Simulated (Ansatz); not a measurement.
A series of calculations on CH9NSi

### Relaxation

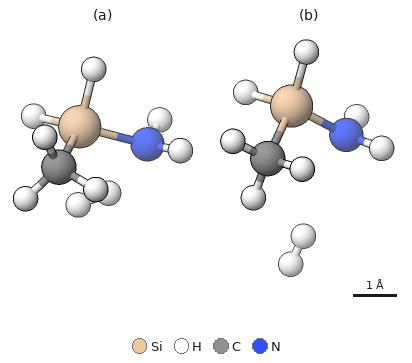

The structure of CH₉NSi (started from a transition state, displaced along its imaginary mode) before (left) and after (right) a relaxation, at one scale.

Style: ball-and-stick. Shown from a free direction.

Level of theory: Ansatz 0.2.0, RKS PBE0-D4/def2-TZVP.

The input:
```yaml
crystal:
  periodic: [false, false, false]
  atoms:
    - {symbol: Si, position_ang: [-0.649848, 0.206628, -0.011170]}
    - {symbol: H, position_ang: [0.135333, -1.631084, -0.485204]}
    - {symbol: H, position_ang: [-1.918294, -0.586296, -0.077341]}
    - {symbol: H, position_ang: [-1.117395, 1.608723, 0.009917]}
    - {symbol: C, position_ang: [0.368513, 0.041626, 1.569476]}
    - {symbol: H, position_ang: [0.336156, -1.165231, -1.073893]}
    - {symbol: N, position_ang: [0.255567, 0.236742, -1.589680]}
    - {symbol: H, position_ang: [0.045344, 0.799086, 2.293190]}
    - {symbol: H, position_ang: [0.312613, -0.941720, 2.044240]}
    - {symbol: H, position_ang: [1.422780, 0.234701, 1.350586]}
    - {symbol: H, position_ang: [1.103654, 0.784173, -1.610799]}
    - {symbol: H, position_ang: [-0.294423, 0.412554, -2.419320]}
basis:
  gaussian: {orbitals: def2-TZVP}
hamiltonian: {xc: pbe0, dispersion: d4}
relax: {f_tol: 0.005, max_steps: 200}
```

Run as
```bash
ansatz run in.yaml --threads 4 --pin off --events-out ev --progress --plain --max-ram 9574MiB
```

Summarise the run.

Answer. The atom that moves furthest after the best rigid fit is H2 (1.57 Å). By element the largest moves are H 1.57 Å, Si 0.59 Å, N 0.31 Å, C 0.21 Å. Near-neighbour distances that change, for instance: Si1–H2 2.054 → 4.184 Å, Si1–H6 1.996 → 3.524 Å, H6–N7 1.496 → 2.708 Å, Si1–N7 1.820 → 1.727 Å. Among the angles between lasting bonds that change: H4–Si1–N7 98.9° → 114.5°, C5–Si1–N7 117.3° → 109.3°, H3–Si1–N7 113.1° → 106.1°. Groups turn about Si1–C5 by about 35°. Over 23 accepted moves (24 points after the start) the energy falls by 144.6 kJ/mol. The largest force component goes from 1.8 to 0.0041 eV/Å. The line search rejected the trial step at point 9 of the run.

### Relaxation

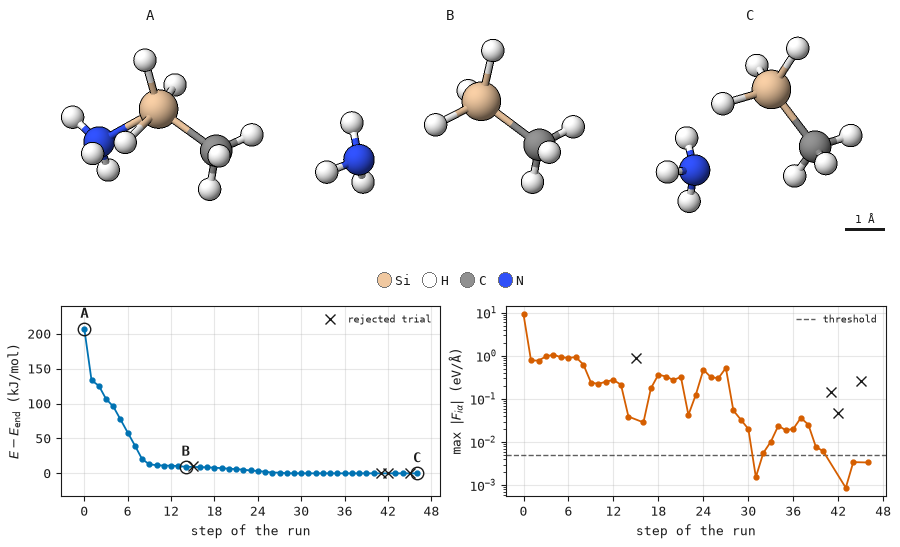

Frames of a relaxation of CH$_{9}$NSi (started from a transition state, displaced along its imaginary mode), marked on the history of the run. Style: ball-and-stick. Shown at a tilt.

Computed with RKS PBE0-D4/def2-TZVP in Ansatz 0.2.0. Set-up: force threshold 0.005 eV/Å; at most 200 steps.

### Describe the path.

An H atom moves most after the best rigid fit: 1.55 Å. Largest moves by element: H 1.55 Å, Si 0.83 Å, N 0.82 Å, C 0.11 Å. Near-neighbour distances that change, for instance: H–Si 2.045 → 3.582 Å, N–Si 1.956 → 3.391 Å, H–Si 1.744 → 1.489 Å, H–N 0.888 → 1.013 Å. Bonds break, among them: N–Si (1.96 → 3.39 Å). Among the angles between lasting bonds that change: H–Si–H 163.4° → 108.4°, H–Si–C 88.6° → 111.7°, H–Si–H 87.8° → 107.1°. After 42 accepted moves (46 points after the start) the energy has fallen by 207.1 kJ/mol. Largest force component: 9.2 eV/Å at the start, 0.0034 eV/Å at the end. The line search rejected the trial steps at points 15, 41, 42, 45 of the run. The forces were under the threshold at step 31, but the run went on from there. From step 0 to 14: an H atom moves most (1.97 Å), energy −197.7 kJ/mol. From step 14 to 46: H atoms move most (1.13 Å), energy −9.42 kJ/mol.

```json
{"step": "0", "E − E(0), kJ/mol": "0.00", "largest force component, eV/Å": "9.1720", "note": ""}
{"step": "1", "E − E(0), kJ/mol": "-73.90", "largest force component, eV/Å": "0.7850", "note": ""}
{"step": "2", "E − E(0), kJ/mol": "-81.36", "largest force component, eV/Å": "0.7783", "note": ""}
{"step": "3", "E − E(0), kJ/mol": "-100.40", "largest force component, eV/Å": "0.9733", "note": ""}
{"step": "4", "E − E(0), kJ/mol": "-111.18", "largest force component, eV/Å": "1.0689", "note": ""}
{"step": "5", "E − E(0), kJ/mol": "-129.79", "largest force component, eV/Å": "0.9280", "note": ""}
{"step": "6", "E − E(0), kJ/mol": "-148.66", "largest force component, eV/Å": "0.9009", "note": ""}
{"step": "7", "E − E(0), kJ/mol": "-167.35", "largest force component, eV/Å": "0.9379", "note": ""}
{"step": "8", "E − E(0), kJ/mol": "-186.90", "largest force component, eV/Å": "0.6222", "note": ""}
{"step": "9", "E − E(0), kJ/mol": "-194.11", "largest force component, eV/Å": "0.2413", "note": ""}
{"step": "10", "E − E(0), kJ/mol": "-195.42", "largest force component, eV/Å": "0.2237", "note": ""}
{"step": "12", "E − E(0), kJ/mol": "-196.07", "largest force component, eV/Å": "0.2761", "note": ""}
{"step": "14", "E − E(0), kJ/mol": "-197.69", "largest force component, eV/Å": "0.0391", "note": ""}
{"step": "16", "E − E(0), kJ/mol": "-198.15", "largest force component, eV/Å": "0.0286", "note": ""}
{"step": "18", "E − E(0), kJ/mol": "-198.98", "largest force component, eV/Å": "0.3695", "note": ""}
{"step": "19", "E − E(0), kJ/mol": "-199.70", "largest force component, eV/Å": "0.3312", "note": ""}
{"step": "21", "E − E(0), kJ/mol": "-201.05", "largest force component, eV/Å": "0.3234", "note": ""}
{"step": "23", "E − E(0), kJ/mol": "-203.00", "largest force component, eV/Å": "0.1269", "note": ""}
{"step": "25", "E − E(0), kJ/mol": "-204.84", "largest force component, eV/Å": "0.3205", "note": ""}
{"step": "27", "E − E(0), kJ/mol": "-206.08", "largest force component, eV/Å": "0.5255", "note": ""}
{"step": "29", "E − E(0), kJ/mol": "-207.04", "largest force component, eV/Å": "0.0331", "note": ""}
{"step": "31", "E − E(0), kJ/mol": "-207.09", "largest force component, eV/Å": "0.0015", "note": ""}
{"step": "33", "E − E(0), kJ/mol": "-207.09", "largest force component, eV/Å": "0.0102", "note": ""}
{"step": "35", "E − E(0), kJ/mol": "-207.10", "largest force component, eV/Å": "0.0188", "note": ""}
{"step": "37", "E − E(0), kJ/mol": "-207.10", "largest force component, eV/Å": "0.0364", "note": ""}
{"step": "38", "E − E(0), kJ/mol": "-207.11", "largest force component, eV/Å": "0.0255", "note": ""}
{"step": "40", "E − E(0), kJ/mol": "-207.11", "largest force component, eV/Å": "0.0061", "note": ""}
{"step": "42", "E − E(0), kJ/mol": "-207.09", "largest force component, eV/Å": "0.0468", "note": "rejected"}
{"step": "44", "E − E(0), kJ/mol": "-207.11", "largest force component, eV/Å": "0.0034", "note": ""}
{"step": "46", "E − E(0), kJ/mol": "-207.11", "largest force component, eV/Å": "0.0034", "note": ""}
```

### Reaction

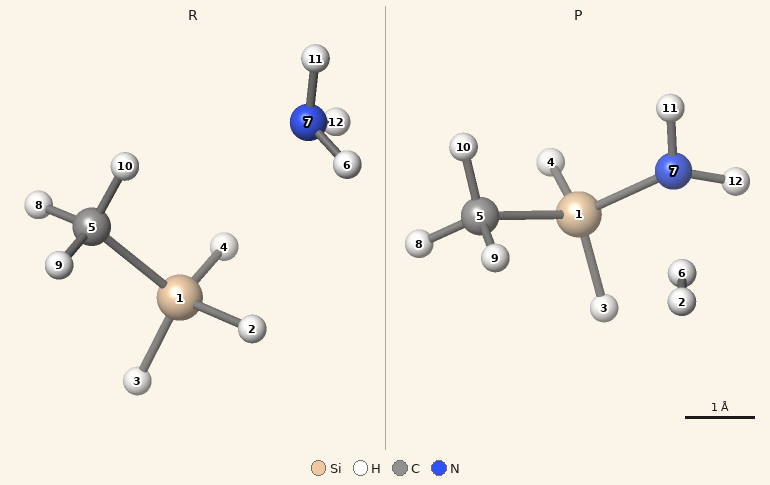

Reactant (R) and product (P) of one elementary step of CH9NSi. A ball-and-stick model, seen from a free direction.

Stationary points at PBE0-D4/def2-TZVP, single-point energies with B2PLYP (def2-TZVPP where no basis is named; Ansatz 0.2.0). The energies are electronic, without zero-point or thermal terms, and both ends are the minima reached downhill from the saddle, with any fragments still in contact.

R:
```xyz
12

Si   -1.2463   -0.3271    0.5682
H    -1.0218   -1.4981   -0.3230
H    -2.4110   -0.6558    1.4405
H    -1.6437    0.8343   -0.2739
C     0.2605    0.0533    1.6016
H     0.9864   -0.6332   -2.2154
N     1.0703    0.2984   -1.8276
H     0.0777    0.9065    2.2588
H     0.5332   -0.8024    2.2234
H     1.0921    0.2886    0.9354
H     1.9588    0.6733   -2.1362
H     0.3438    0.8621   -2.2517
```

P:
```xyz
12

Si   -0.7590    0.7740    0.0700
H     0.8483   -2.9445   -0.9778
H    -2.0571    0.0481    0.0180
H    -1.0743    2.2259    0.2489
C     0.2827    0.2246    1.5144
H     0.6755   -2.2255   -1.0979
N     0.0618    0.3949   -1.4015
H    -0.2201    0.4490    2.4585
H     0.4754   -0.8494    1.4696
H     1.2450    0.7439    1.5212
H     0.9847    0.7688   -1.5611
H    -0.4629    0.3901   -2.2621
```

Q: Predict the saddle point between them and the barrier.

A: Counted by bonded pieces, R holds CH₆Si + NH₃ and P holds CH₇NSi + H₂. From R over the saddle to P, bonds form: Si1–N7 (3.39 → 1.89 → 1.73 Å), H2–H6 (2.89 → 1.18 → 0.75 Å). Bonds break: Si1–H2 (1.49 → 1.90 → 4.18 Å), H6–N7 (1.01 → 1.19 → 2.71 Å). The saddle has one imaginary mode, 1292i cm⁻¹. With B2PLYP the barrier is 46.9 kcal/mol from R and 51.3 kcal/mol from P, and P lies 4.4 kcal/mol below R.

Saddle geometry:

```xyz
12

Si   -0.6545    0.1024    0.0344
H     0.0553   -1.6126   -0.3631
H    -1.9668   -0.5817   -0.0647
H    -1.0805    1.5598   -0.0134
C     0.3693    0.0446    1.5996
H     0.3940   -0.9492   -1.2738
N     0.2745    0.1825   -1.6066
H     0.0472    0.8127    2.3068
H     0.3207   -0.9404    2.0643
H     1.4186    0.2351    1.3549
H     1.1102    0.7576   -1.6126
H    -0.2880    0.3891   -2.4257
```

The saddle point in the same view, with dashed sticks for the bonds that form or break:

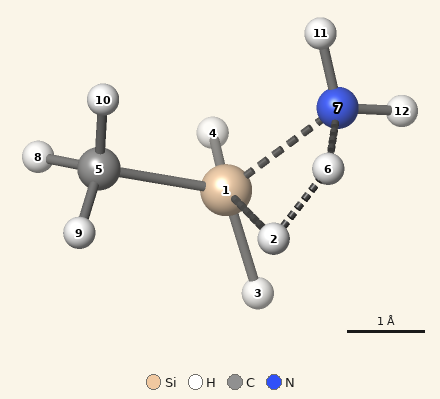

Limits of the set-up: the start holds two separate molecules, 2.8 Å apart at their closest, whose relative position is a soft coordinate.

### Reaction

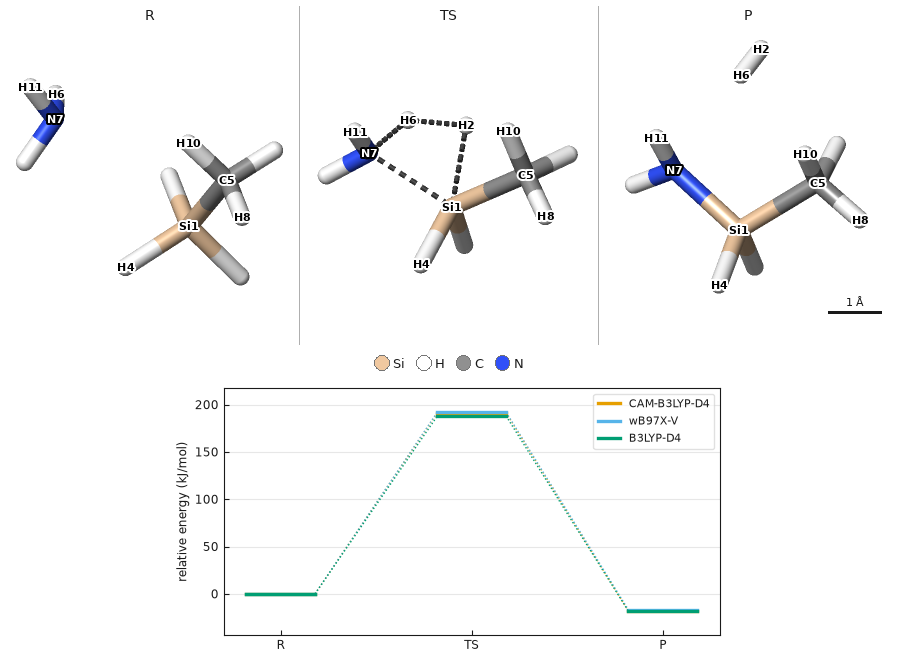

A reaction step of CH$_{9}$NSi, with its energy diagram. The picture is a stick view, seen at a tilt. Dashed sticks mark bonds that form or break.

Stationary points at PBE0-D4/def2-TZVP, single-point energies with CAM-B3LYP-D4, wB97X-V, B3LYP-D4 (def2-TZVPP where no basis is named; Ansatz 0.2.0). The energies are electronic, without zero-point or thermal terms, and both ends are the minima reached downhill from the saddle, with any fragments still in contact.

**What happens, and what does it cost?**

Counted by bonded pieces, R holds CH₆Si + NH₃ and P holds CH₇NSi + H₂. From R over the saddle to P, bonds form: N–Si (3.39 → 1.89 → 1.73 Å), H–H (2.89 → 1.18 → 0.75 Å). Bonds break: H–Si (1.49 → 1.90 → 4.18 Å), H–N (1.01 → 1.19 → 2.71 Å). The saddle has one imaginary mode, 1292i cm⁻¹. With CAM-B3LYP-D4 the barrier is 191.4 kJ/mol from R and 209.5 kJ/mol from P, and P lies 18.1 kJ/mol below R.

```tsv
level	barrier from R (kJ/mol)	barrier from P (kJ/mol)	P less R (kJ/mol)
CAM-B3LYP-D4	191.4	209.5	−18.1
wB97X-V	192.1	208.9	−16.9
B3LYP-D4	187.9	206.2	−18.3
```

Limits of the set-up: the start holds two separate molecules, 2.8 Å apart at their closest, whose relative position is a soft coordinate.
